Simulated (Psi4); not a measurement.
Frequency calculation of S₂ (part 2 of 4)

The same run, continued: S₂ (sulfur dimer), multiplicity 3; M11-L/pcseg-1, UKS (Psi4 1.11). 

Geometry of the input (Å):
```
S  0.0000  0.0000  0.0000
S  0.0000  0.0000  1.8892
```

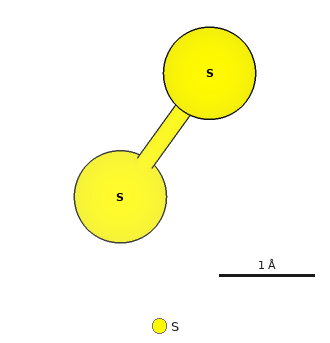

**Figure 1.** The input geometry (ball-and-stick view, seen at an oblique angle).

**What the program printed, continued**
```
  Charge       = 0
  Multiplicity = 3
  Electrons    = 32
  Nalpha       = 17
  Nbeta        = 15

   => Auxiliary Basis Set <=

  Basis Set: (PCSEG-1 AUX)
    Blend: DEF2-UNIVERSAL-JKFIT
    Number of shells: 76
    Number of basis functions: 256
    Number of Cartesian functions: 310
    Spherical Harmonics?: true
    Max angular momentum: 4

  Cached 100.0% of DFT collocation blocks in 0.097 [GiB].

  Minimum eigenvalue in the overlap matrix is 3.0995259835E-02.
  Reciprocal condition number of the overlap matrix is 1.0520074661E-02.
    Using symmetric orthogonalization.

  ==> Iterations <==

                           Total Energy        Delta E     RMS |[F,P]|

   @DF-UKS iter SAD:  -795.99271241281281   -7.95993e+02   0.00000e+00
   @DF-UKS iter   1:  -796.12442389101909   -1.31711e-01   1.35129e-02 DIIS/ADIIS
   @DF-UKS iter   2:  -796.13190026979521   -7.47638e-03   1.20543e-02 DIIS/ADIIS
   @DF-UKS iter   3:  -796.15519420622775   -2.32939e-02   1.15232e-03 DIIS/ADIIS
   @DF-UKS iter   4:  -796.15538970882858   -1.95503e-04   1.13759e-04 DIIS/ADIIS
   @DF-UKS iter   5:  -796.15539254896225   -2.84013e-06   1.51730e-05 DIIS
   @DF-UKS iter   6:  -796.15539260853518   -5.95729e-08   1.86713e-06 DIIS
   @DF-UKS iter   7:  -796.15539260966148   -1.12630e-09   6.36658e-08 DIIS
   @DF-UKS iter   8:  -796.15539260966284   -1.36424e-12   4.10540e-09 DIIS
  Energy and wave function converged.

  ==> Post-Iterations <==

   Electrons on quadrature grid:
      Nalpha   =   17.0000012452 ; deviation = 1.245e-06
      Nbeta    =   15.0000008029 ; deviation = 8.029e-07
      Ntotal   =   32.0000020482 ; deviation = 2.048e-06

   @Spin Contamination Metric:   3.359254494E-03
   @S^2 Expected:                2.000000000E+00
   @S^2 Observed:                2.003359254E+00
   @S   Expected:                1.000000000E+00
   @S   Observed:                1.000000000E+00

    Final Occupation by Irrep:
             Ag   B1g   B2g   B3g    Au   B1u   B2u   B3u
    DOCC [     5,    0,    1,    1,    0,    4,    2,    2 ]
    SOCC [     0,    0,    1,    1,    0,    0,    0,    0 ]
    NA   [     5,    0,    2,    2,    0,    4,    2,    2 ]
    NB   [     5,    0,    1,    1,    0,    4,    2,    2 ]

  @DF-UKS Final Energy:  -796.15539260966284

   => Energetics <=

    Nuclear Repulsion Energy =             71.6821563400596489
    One-Electron Energy =               -1242.7945586491741778
    Two-Electron Energy =                 426.2038544717252648
    DFT Exchange-Correlation Energy =     -51.2468447722735263
    Empirical Dispersion Energy =           0.0000000000000000
    VV10 Nonlocal Energy =                  0.0000000000000000
    Total Energy =                       -796.1553926096628402

  UHF NO Occupations:
  HONO-2 :    2B3u 1.9994513
  HONO-1 :    2B2g 1.0000000
  HONO-0 :    2B3g 1.0000000
  LUNO+0 :    3B2u 0.0005487
  LUNO+1 :    3B3u 0.0005487
  LUNO+2 :    6 Ag 0.0002429
  LUNO+3 :    5B1u 0.0001972

Computation Completed

Properties will be evaluated at   0.000000,   0.000000,   0.000000 [a0]

Properties computed using the SCF density matrix

 Multipole Moments:

 ------------------------------------------------------------------------------------
     Multipole            Electronic (a.u.)      Nuclear  (a.u.)        Total (a.u.)
 ------------------------------------------------------------------------------------

 L = 1.  Multiply by 2.5417464519 to convert [e a0] to [Debye]
 Dipole X            :          0.0000000            0.0000000            0.0000000
 Dipole Y            :          0.0000000            0.0000000            0.0000000
 Dipole Z            :          0.0000000            0.0000000            0.0000000
 Magnitude           :                                                    0.0000000

 ------------------------------------------------------------------------------------

	total time  =          2 seconds =       0.03 minutes

         ------------------------------------------------------------
                                   SCF GRAD
         ------------------------------------------------------------

  ==> Geometry <==

    Molecular point group: d2h
    Full point group: D_inf_h

    Geometry (in Bohr), charge = 0, multiplicity = 3:

       Center              X                  Y                   Z               Mass
    ------------   -----------------  -----------------  -----------------  -----------------
         S            0.000000000000     0.000000000000    -1.785660567921    31.972071174400
         S            0.000000000000     0.000000000000     1.785660567921    31.972071174400

  Nuclear repulsion =   71.682156340059649

   => Molecular Quadrature <=

    Radial Scheme          =       TREUTLER
    Pruning Scheme         =           NONE
    Nuclear Scheme         =       TREUTLER

    Blocking Scheme        =         OCTREE
    BS radius alpha        =              1
    Pruning alpha          =              1
    Radial Points          =             75
    Spherical Points       =            302
    Total Points           =          41378
    Total Blocks           =            372
    Max Points             =            256
    Max Functions          =             35
    Weights Tolerance      =       1.00E-15

  -Total Gradient:
     Atom            X                  Y                   Z
    ------   -----------------  -----------------  -----------------
       1        0.000000000000    -0.000000000000     0.003918082386
       2       -0.000000000000     0.000000000000    -0.003918082386

	total time  =          0 seconds =       0.00 minutes

    Psi4 run time: 0:00:01.76

    -----------------------------------------------------------------------
                               Psi4 1.11 release

    h
    h
    h

    -----------------------------------------------------------------------

    Memory:     1.5 GiB
    Threads:    1
                ecpint, einsums, f̶o̶r̶t̶e̶, gauxc, gcp, g̶d̶m̶a̶, geometric, g̶p̶u̶_̶d̶f̶c̶c̶,
                i̶n̶t̶e̶g̶r̶a̶t̶o̶r̶x̶x̶, i̶p̶i̶, libefp, m̶d̶i̶, m̶p̶2̶d̶, m̶r̶c̶c̶, ooo,
                o̶p̶e̶n̶f̶e̶r̶m̶i̶o̶n̶p̶s̶i̶4̶, pcmsolver, p̶s̶i̶4̶f̶o̶c̶k̶c̶i̶, p̶s̶i̶x̶a̶s̶,
                p̶y̶e̶i̶n̶s̶u̶m̶s̶, r̶e̶s̶p̶, s̶i̶m̶i̶n̶t̶, s̶n̶s̶m̶p̶2̶,
                v̶2̶r̶d̶m̶_̶c̶a̶s̶s̶c̶f̶

gradient() will perform analytic gradient computation.

  ==> Geometry <==

    Molecular point group: d2h
    Full point group: D_inf_h

    Geometry (in Bohr), charge = 0, multiplicity = 3:

       Center              X                  Y                   Z               Mass
    ------------   -----------------  -----------------  -----------------  -----------------
         S            0.000000000000     0.000000000000    -1.784410022079    31.972071174400
         S            0.000000000000     0.000000000000     1.784410022079    31.972071174400

  Running in d2h symmetry.

  Rotational constants: A = ************  B =      0.29567  C =      0.29567 [cm^-1]
  Rotational constants: A = ************  B =   8863.90024  C =   8863.90024 [MHz]
  Nuclear repulsion =   71.732392452534825

  Charge       = 0
  Multiplicity = 3
  Electrons    = 32
  Nalpha       = 17
  Nbeta        = 15

   => Auxiliary Basis Set <=

  Basis Set: (PCSEG-1 AUX)
    Blend: DEF2-UNIVERSAL-JKFIT
    Number of shells: 76
    Number of basis functions: 256
    Number of Cartesian functions: 310
    Spherical Harmonics?: true
    Max angular momentum: 4

  Cached 100.0% of DFT collocation blocks in 0.097 [GiB].

  Minimum eigenvalue in the overlap matrix is 3.0944615913E-02.
  Reciprocal condition number of the overlap matrix is 1.0499560430E-02.
    Using symmetric orthogonalization.

  ==> Iterations <==

                           Total Energy        Delta E     RMS |[F,P]|

   @DF-UKS iter SAD:  -795.99432971352121   -7.95994e+02   0.00000e+00
   @DF-UKS iter   1:  -796.12432358089268   -1.29994e-01   1.35336e-02 DIIS/ADIIS
   @DF-UKS iter   2:  -796.13179031730101   -7.46674e-03   1.20808e-02 DIIS/ADIIS
   @DF-UKS iter   3:  -796.15518473298539   -2.33944e-02   1.15104e-03 DIIS/ADIIS
   @DF-UKS iter   4:  -796.15537975785537   -1.95025e-04   1.13752e-04 DIIS/ADIIS
   @DF-UKS iter   5:  -796.15538259800292   -2.84015e-06   1.51880e-05 DIIS
   @DF-UKS iter   6:  -796.15538265766099   -5.96581e-08   1.86877e-06 DIIS
   @DF-UKS iter   7:  -796.15538265878956   -1.12857e-09   6.39390e-08 DIIS
   @DF-UKS iter   8:  -796.15538265879059   -1.02318e-12   4.14613e-09 DIIS
  Energy and wave function converged.

  ==> Post-Iterations <==

   Electrons on quadrature grid:
      Nalpha   =   17.0000012275 ; deviation = 1.228e-06
      Nbeta    =   15.0000007897 ; deviation = 7.897e-07
      Ntotal   =   32.0000020172 ; deviation = 2.017e-06

   @Spin Contamination Metric:   3.355889031E-03
   @S^2 Expected:                2.000000000E+00
   @S^2 Observed:                2.003355889E+00
   @S   Expected:                1.000000000E+00
   @S   Observed:                1.000000000E+00

    Final Occupation by Irrep:
             Ag   B1g   B2g   B3g    Au   B1u   B2u   B3u
    DOCC [     5,    0,    1,    1,    0,    4,    2,    2 ]
    SOCC [     0,    0,    1,    1,    0,    0,    0,    0 ]
    NA   [     5,    0,    2,    2,    0,    4,    2,    2 ]
    NB   [     5,    0,    1,    1,    0,    4,    2,    2 ]

  @DF-UKS Final Energy:  -796.15538265879059

   => Energetics <=

    Nuclear Repulsion Energy =             71.7323924525348247
    One-Electron Energy =               -1242.8955311372737924
    Two-Electron Energy =                 426.2553724757016198
    DFT Exchange-Correlation Energy =     -51.2476164497533304
    Empirical Dispersion Energy =           0.0000000000000000
    VV10 Nonlocal Energy =                  0.0000000000000000
    Total Energy =                       -796.1553826587905860

  UHF NO Occupations:
  HONO-2 :    2B3u 1.9994523
  HONO-1 :    2B3g 1.0000000
  HONO-0 :    2B2g 1.0000000
  LUNO+0 :    3B3u 0.0005477
  LUNO+1 :    3B2u 0.0005477
  LUNO+2 :    6 Ag 0.0002434
  LUNO+3 :    5B1u 0.0001969

Computation Completed

Properties will be evaluated at   0.000000,   0.000000,   0.000000 [a0]

Properties computed using the SCF density matrix

 Multipole Moments:

 ------------------------------------------------------------------------------------
     Multipole            Electronic (a.u.)      Nuclear  (a.u.)        Total (a.u.)
 ------------------------------------------------------------------------------------

 L = 1.  Multiply by 2.5417464519 to convert [e a0] to [Debye]
 Dipole X            :          0.0000000            0.0000000            0.0000000
 Dipole Y            :          0.0000000            0.0000000            0.0000000
 Dipole Z            :          0.0000000            0.0000000            0.0000000
 Magnitude           :                                                    0.0000000

 ------------------------------------------------------------------------------------

	total time  =          2 seconds =       0.03 minutes

         ------------------------------------------------------------
                                   SCF GRAD
         ------------------------------------------------------------

  ==> Geometry <==

    Molecular point group: d2h
    Full point group: D_inf_h

    Geometry (in Bohr), charge = 0, multiplicity = 3:

       Center              X                  Y                   Z               Mass
    ------------   -----------------  -----------------  -----------------  -----------------
         S            0.000000000000     0.000000000000    -1.784410022079    31.972071174400
         S            0.000000000000     0.000000000000     1.784410022079    31.972071174400

  Nuclear repulsion =   71.732392452534825

   => Molecular Quadrature <=

    Radial Scheme          =       TREUTLER
    Pruning Scheme         =           NONE
    Nuclear Scheme         =       TREUTLER

    Blocking Scheme        =         OCTREE
    BS radius alpha        =              1
    Pruning alpha          =              1
    Radial Points          =             75
    Spherical Points       =            302
    Total Points           =          41378
    Total Blocks           =            372
    Max Points             =            256
    Max Functions          =             35
    Weights Tolerance      =       1.00E-15

  -Total Gradient:
     Atom            X                  Y                   Z
    ------   -----------------  -----------------  -----------------
       1       -0.000000000000     0.000000000000     0.004744626962
       2       -0.000000000000     0.000000000000    -0.004744626962

	total time  =          0 seconds =       0.00 minutes

    Psi4 run time: 0:00:01.96

    -----------------------------------------------------------------------
                               Psi4 1.11 release

    h
    h
    h

    -----------------------------------------------------------------------

    Memory:     1.5 GiB
    Threads:    1
                ecpint, einsums, f̶o̶r̶t̶e̶, gauxc, gcp, g̶d̶m̶a̶, geometric, g̶p̶u̶_̶d̶f̶c̶c̶,
                i̶n̶t̶e̶g̶r̶a̶t̶o̶r̶x̶x̶, i̶p̶i̶, libefp, m̶d̶i̶, m̶p̶2̶d̶, m̶r̶c̶c̶, ooo,
                o̶p̶e̶n̶f̶e̶r̶m̶i̶o̶n̶p̶s̶i̶4̶, pcmsolver, p̶s̶i̶4̶f̶o̶c̶k̶c̶i̶, p̶s̶i̶x̶a̶s̶,
                p̶y̶e̶i̶n̶s̶u̶m̶s̶, r̶e̶s̶p̶, s̶i̶m̶i̶n̶t̶, s̶n̶s̶m̶p̶2̶,
                v̶2̶r̶d̶m̶_̶c̶a̶s̶s̶c̶f̶

gradient() will perform analytic gradient computation.

  ==> Geometry <==

    Molecular point group: c2h
    Full point group: D_inf_h

    Geometry (in Bohr), charge = 0, multiplicity = 3:

       Center              X                  Y                   Z               Mass
    ------------   -----------------  -----------------  -----------------  -----------------
         S           -0.000625272921     0.000000000000    -1.785035295000    31.972071174400
         S            0.000625272921     0.000000000000     1.785035295000    31.972071174400

  Running in c2h symmetry.

  Rotational constants: A = ************  B =      0.29546  C =      0.29546 [cm^-1]
  Rotational constants: A = ************  B =   8857.69044  C =   8857.69044 [MHz]
  Nuclear repulsion =   71.707261198542000

  Charge       = 0
  Multiplicity = 3
  Electrons    = 32
  Nalpha       = 17
  Nbeta        = 15

   => Molecular Quadrature <=

    Radial Scheme          =       TREUTLER
    Pruning Scheme         =           NONE
    Nuclear Scheme         =       TREUTLER

    Blocking Scheme        =         OCTREE
    BS radius alpha        =              1
    Pruning alpha          =              1
    Radial Points          =             75
    Spherical Points       =            302
    Total Points           =          41378
    Total Blocks           =            378
    Max Points             =            253
    Max Functions          =             35
    Weights Tolerance      =       1.00E-15

   => Auxiliary Basis Set <=

  Basis Set: (PCSEG-1 AUX)
    Blend: DEF2-UNIVERSAL-JKFIT
    Number of shells: 76
    Number of basis functions: 256
    Number of Cartesian functions: 310
    Spherical Harmonics?: true
    Max angular momentum: 4

  Cached 100.0% of DFT collocation blocks in 0.097 [GiB].

  Minimum eigenvalue in the overlap matrix is 3.0969932844E-02.
  Reciprocal condition number of the overlap matrix is 1.0509815447E-02.
    Using symmetric orthogonalization.

  ==> Pre-Iterations <==

  SCF Guess: Superposition of Atomic Densities via on-the-fly atomic UHF (no occupation information).

   -------------------------
    Irrep   Nso     Nmo
   -------------------------
     Ag        13      13
     Bg         5       5
     Au         5       5
     Bu        13      13
   -------------------------
    Total      36      36
   -------------------------

  ==> Iterations <==

                           Total Energy        Delta E     RMS |[F,P]|
```
